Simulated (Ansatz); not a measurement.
The starting structures come from a database of crystals and need not be the phases stable at ambient conditions.

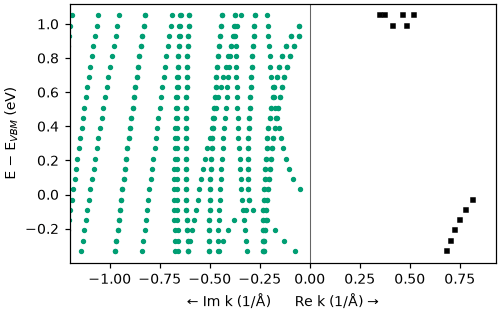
Complex bands at the centre of the two-dimensional zone; r2SCAN in Ansatz (a first-principles code)

The gap is the functional's own. No spin-orbit coupling. Mid-gap values are interpolated on the energy grid.

This is BaTe$_{2}$ (I4/mcm, not sure to be the ambient phase, 6 atoms a cell, 40.0 Å³ an atom) along the normal of (100). Read off the slowest decay at the centre of the two-dimensional zone at 0.39 eV, the computed energy nearest the middle of the gap.

κ ≈ 0.16 1/Å, a decay length 1/(2κ) of the density of 3.2 Å.
